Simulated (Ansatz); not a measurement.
AsH7Si2···NH3

```yaml
atoms:
  - { symbol: Si, position_ang: [-0.3222, -1.3034, -0.4815] }
  - { symbol: N, position_ang: [0.8259, 1.0952, 1.3592] }
  - { symbol: H, position_ang: [-1.0311, -2.4641, -1.0974] }
  - { symbol: H, position_ang: [0.3118, -1.7947, 0.7709] }
  - { symbol: Si, position_ang: [-1.8290, 0.4391, -0.0948] }
  - { symbol: H, position_ang: [1.0985, 2.0077, 1.0145] }
  - { symbol: As, position_ang: [1.2518, -0.6266, -2.1217] }
  - { symbol: H, position_ang: [0.4057, 1.2304, 2.2709] }
  - { symbol: H, position_ang: [1.6731, 0.5572, 1.4951] }
  - { symbol: H, position_ang: [-2.1537, 0.5832, 1.3494] }
  - { symbol: H, position_ang: [-1.3121, 1.7290, -0.6221] }
  - { symbol: H, position_ang: [-3.1108, 0.1589, -0.8078] }
  - { symbol: H, position_ang: [2.1475, -1.8371, -1.8927] }
  - { symbol: H, position_ang: [2.0446, 0.2251, -1.1420] }
```

The product side of a reaction path; geometry: PBE0-D4/def2-TZVP.

All numbers below come from RKS PBE0-D4/def2-TZVPP in Ansatz.

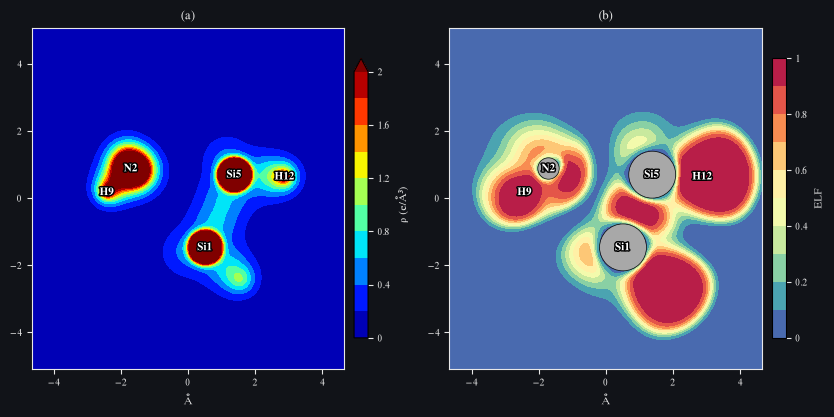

Figure 1. (a) total electron density; (b) electron localisation function on the plane of atoms Si1, Si5 and H12. Grey discs cover the atomic cores in the ELF map.

Q: Read the bonding off the picture.

A:
- Atoms in the plane: Si, N and H.
- Si5···N2 (3.10 Å): the density falls to about 0.08 e/Å³ on the way; the ELF is about 0.05 at the midpoint.
- Si–Si (2.34 Å): ρ is about 0.64 e/Å³ halfway; the ELF peaks at about 1 between the atoms (localised, covalent bonding).
- N–H (1.01 Å): ρ at the midpoint is about 2.9 e/Å³; the ELF climbs to about 1 towards the hydrogen, as it does in any bond to H (an ordinary covalent bond to hydrogen).
- Si–H (1.49 Å): the density is about 0.8 e/Å³ at the midpoint; the ELF climbs to about 1 towards the hydrogen.

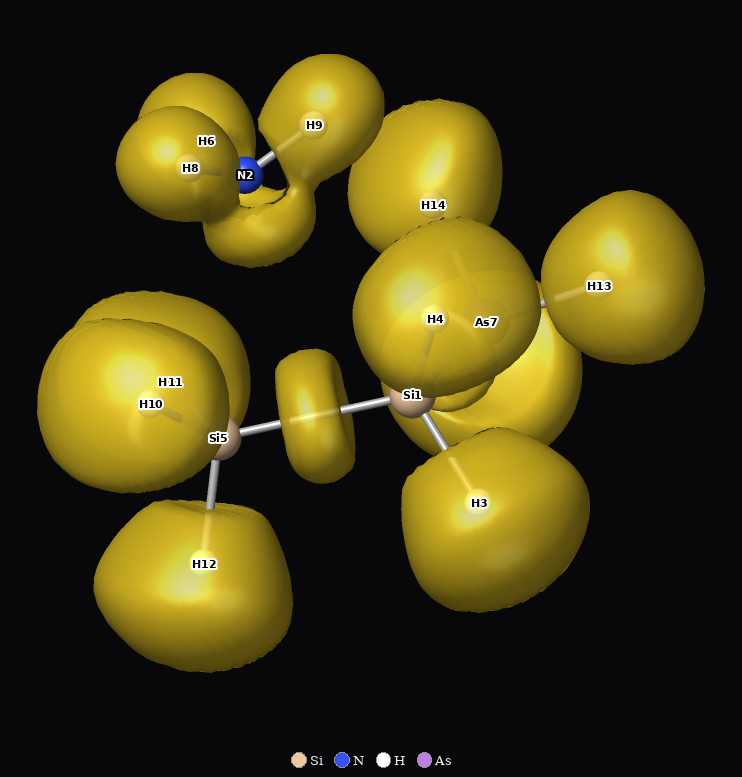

Figure 2. Isosurface of the ELF at 0.8 (yellow), seen at a tilt. Only the valence region is drawn (cores and ρ < 0.01 e/Å³ removed).

Q: Identify the bonds, lone pairs and shells in this picture.

A: At this value the surface marks out one region between bonded As–Si atoms (shared pairs), one region between bonded Si–Si atoms (shared pairs), seven regions around hydrogen nuclei, one lobe on As, pointing away from the bonds (lone pairs) and one joined region spread over several atoms (H, N), in which their bonds and any lone pairs are merged.

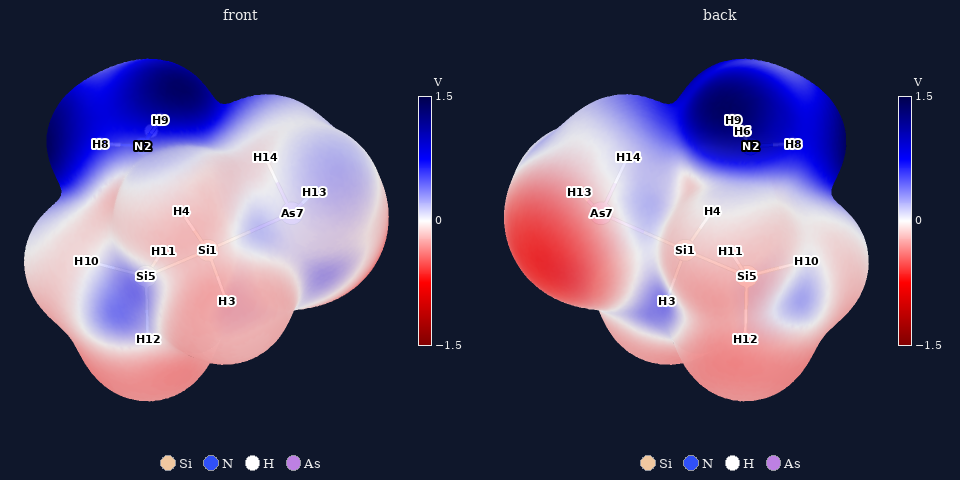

Figure 3. The electrostatic potential painted on the density surface at 0.001 e/bohr³, seen from the front and from behind; the colour scale runs from red (negative) to blue (positive).

Q: Where is the surface potential most negative and most positive?

A: The most negative region (about −0.6 V, or −14 kcal/mol for a unit charge) lies over As7, the most positive (about +1.4 V, or +32 kcal/mol for a unit charge) over H6, H8 and H9.

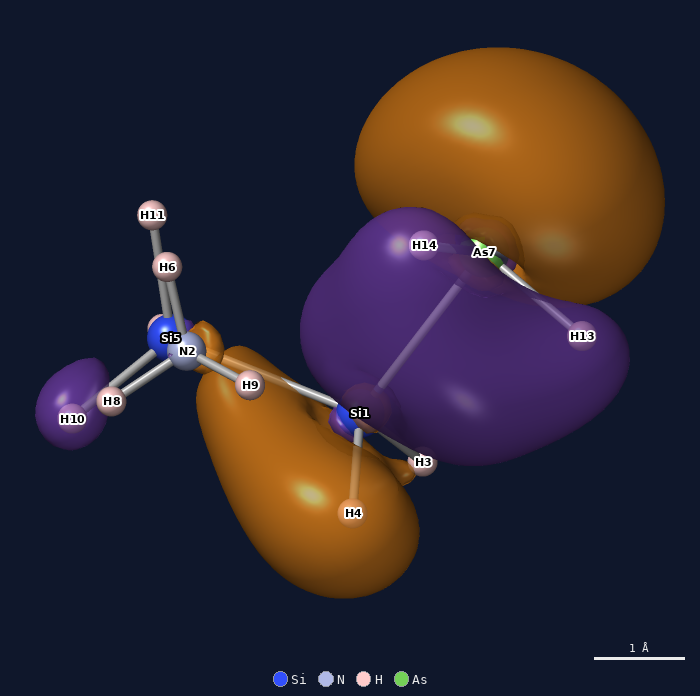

Figure 4. The HOMO at ±0.06 Å⁻³ᐟ² (orange and purple are the two phases), seen from one side.

Q: What is the character of this orbital?

A: Its weight (Hirshfeld) is mainly on As7 (about 65 %) and Si1 (about 20 %). Its energy is −7.23 eV.
